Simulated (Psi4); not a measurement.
# HF/def2-SVP (core potential, ints tolerance 1e-10, sweep point 5) run of InH3Cl− ([InClH3]-)

Aim: the vertical electron affinity of InH3Cl− ([InClH3]-) at HF/def2-SVP (core potential, ints tolerance 1e-10, sweep point 5), from 2 runs. 

The calculation is run with Psi4 1.11.

4 further runs of the same task are left out: 4 set aside as unsound or not needed.

### 1 The structure to begin with

The species is InH3Cl− (5 atoms), meant as a singlet with charge -1. As SMILES, `[H][In-]([H])([H])[Cl]`. Geometry: a GFN2-xTB relaxation, a rough one for these elements and not checked as a minimum.

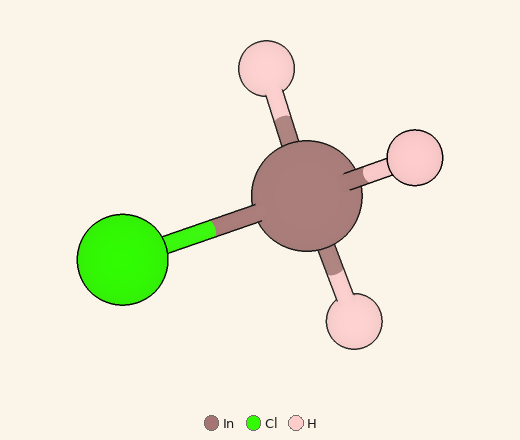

The structure, seen from a chosen angle (indium brown, chlorine green, hydrogen pink).

### 2 The energy at HF/def2-SVP (core potential, ints tolerance 1e-10, sweep point 5)

clh3in.inp

```
memory 1600 mb

molecule system {
  -1 1
  In    -0.002150     0.000620    -0.175700
  Cl     0.012800    -0.020350     2.163640
  H      1.620790     0.013380    -0.670930
  H     -0.818090     1.410990    -0.645940
  H     -0.813350    -1.404640    -0.671060
  symmetry c1
}

set reference rhf
set puream true
set scf_type direct
set ints_tolerance 1e-10
set maxiter 60

result, w = energy("hf/def2-SVP", return_wfn=True)
```

The run is started by

```sh
$ psi4 clh3in.inp clh3in.out -n 1
```

clh3in.out (excerpt; [...] marks lines left out):

```text
[...]
    !!!  WARNING: ECP capability is in beta. Please check occupations closely.  !!!
[...]
  Running in c1 symmetry.
[...]
  Nuclear repulsion =  109.245162222774425
[...]
  Multiplicity = 1
[...]
  Nalpha       = 21
  Nbeta        = 21
[...]
    Number of basis functions: 59
[...]
   @DF-RHF iter   1:  -650.32043247123488   -1.44863e+00   4.16918e-03 ADIIS/DIIS
[...]
   @RHF iter   9:  -650.35424066219923   -1.66530e-08   4.46867e-07 DIIS
[...]
    Orbital Energies [Eh]
    ---------------------
    Doubly Occupied:
       1A   -104.542946     2A    -10.306205     3A     -7.780746
       4A     -7.778955     5A     -7.778954     6A     -5.164786
       7A     -3.423125     8A     -3.419515     9A     -3.419502
      10A     -0.862623    11A     -0.813080    12A     -0.813032
      13A     -0.803357    14A     -0.803322    15A     -0.788495
      16A     -0.385050    17A     -0.252373    18A     -0.252274
      19A     -0.245246    20A     -0.191046    21A     -0.190666
[...]
  @RHF Final Energy:  -650.35424066219923
   => Energetics <=
    Nuclear Repulsion Energy =            109.2451622227744252
    One-Electron Energy =               -1199.1682096731906313
    Two-Electron Energy =                 439.5688067882168184
    Total Energy =                       -650.3542406621993450
[...]
 Multipole Moments:
 ------------------------------------------------------------------------------------
     Multipole            Electronic (a.u.)      Nuclear  (a.u.)        Total (a.u.)
 ------------------------------------------------------------------------------------
 L = 1.  Multiply by 2.5417464519 to convert [e a0] to [Debye]
 Dipole X            :         -0.2162867            0.2095658           -0.0067210
 Dipole Y            :          0.2771866           -0.2774338           -0.0002472
 Dipole Z            :        -32.0467010           31.6841329           -0.3625681
 Magnitude           :                                                    0.3626305
[...]
```

It took 3.6 s on 1 thread of Intel Xeon Platinum 8259CL at 2.50GHz (Skylake/Cascade Lake), shared host; peak memory 0.2 GiB.

### 3 Doublet [InH3Cl]2−, same level

calc.dat

```
memory 1600 MB

molecule molecule1 {
  -2 2
  In    -0.002150     0.000620    -0.175700
  Cl     0.012800    -0.020350     2.163640
  H      1.620790     0.013380    -0.670930
  H     -0.818090     1.410990    -0.645940
  H     -0.813350    -1.404640    -0.671060
  symmetry c1
}

set {
  basis def2-SVP
  reference uhf
  puream true
  scf_type direct
  ints_tolerance 1e-10
  maxiter 150
}

result, w = energy('hf', return_wfn=True)
```

The run is started by

```sh
$ psi4 -n 1 calc.dat calc.out
```

calc.out (excerpt; [...] marks lines left out):

```text
[...]
    !!!  WARNING: ECP capability is in beta. Please check occupations closely.  !!!
[...]
  Running in c1 symmetry.
[...]
  Nuclear repulsion =  109.245162222774425
[...]
  Multiplicity = 2
[...]
  Nalpha       = 22
  Nbeta        = 21
[...]
    Number of basis functions: 59
[...]
   @DF-UHF iter   1:  -649.97731536421975   -1.10552e+00   5.98048e-03 ADIIS/DIIS
[...]
   @UHF iter  12:  -650.08714145148906   -4.19250e-08   7.67240e-07 DIIS
[...]
   @S^2 Observed:                7.554726782E-01
[...]
    Orbital Energies [Eh]
    ---------------------
    Alpha Occupied:
       1A   -104.366528     2A    -10.131145     3A     -7.605503
       4A     -7.603133     5A     -7.603132     6A     -4.976424
       7A     -3.234149     8A     -3.231525     9A     -3.231512
      10A     -0.690298    11A     -0.624127    12A     -0.624070
      13A     -0.615155    14A     -0.615128    15A     -0.608588
      16A     -0.206864    17A     -0.083101    18A     -0.083033
      19A     -0.078358    20A     -0.010429    21A     -0.010054
      22A      0.260595
    Alpha Virtual:
      23A      0.461665    24A      0.461920    25A      0.554494
[...]
  @UHF Final Energy:  -650.08714145148906
   => Energetics <=
    Nuclear Repulsion Energy =            109.2451622227744252
    One-Electron Energy =               -1206.5015257757827385
    Two-Electron Energy =                 447.1692221015191535
    Total Energy =                       -650.0871414514890603
  UHF NO Occupations:
  HONO-2 :   20  A 1.9994900
  HONO-1 :   21  A 1.9983637
[...]
 Multipole Moments:
 ------------------------------------------------------------------------------------
     Multipole            Electronic (a.u.)      Nuclear  (a.u.)        Total (a.u.)
 ------------------------------------------------------------------------------------
 L = 1.  Multiply by 2.5417464519 to convert [e a0] to [Debye]
 Dipole X            :         -0.2039024            0.2095658            0.0056634
 Dipole Y            :          0.2601457           -0.2774338           -0.0172881
 Dipole Z            :        -30.0769771           31.6841329            1.6071558
 Magnitude           :                                                    1.6072587
[...]
```

Wall time 3.6 s (1 thread of Intel Xeon Platinum 8259CL at 2.50GHz (Skylake/Cascade Lake), shared host); peak memory 0.2 GiB.

### 4 Summary of results

At HF/def2-SVP (core potential, ints tolerance 1e-10, sweep point 5):

| quantity | value |
| --- | --- |
| singlet InH3Cl−: total energy | -650.35424 Eh |
| singlet InH3Cl−: HOMO energy | -5.19 eV |
| singlet InH3Cl−: LUMO energy | 7.43 eV |
| singlet InH3Cl−: HOMO–LUMO gap (to an unbound level, set by the basis) | 12.62 eV |
| doublet [InH3Cl]2−: total energy | -650.08714 Eh |
| doublet [InH3Cl]2−: HOMO energy (highest over α and β) | 7.09 eV |
| doublet [InH3Cl]2−: LUMO energy (lowest over α and β) | 12.55 eV |
| doublet [InH3Cl]2−: ⟨S²⟩ | 0.755 |
| vertical electron affinity (to the doublet dianion) | -7.268 eV |

**Reading.** The dianion lies 7.27 eV (168 kcal/mol) above the anion: the electron isn't bound at this level, and such a value depends on the basis. Without diffuse functions anions come out too high. Hartree–Fock misses the correlation that binds many anions. The HOMO (doublet [InH3Cl]2−) lies at positive energy, 7.09 eV: the electron is unbound at this level or held by a compact basis; values depend on the basis.
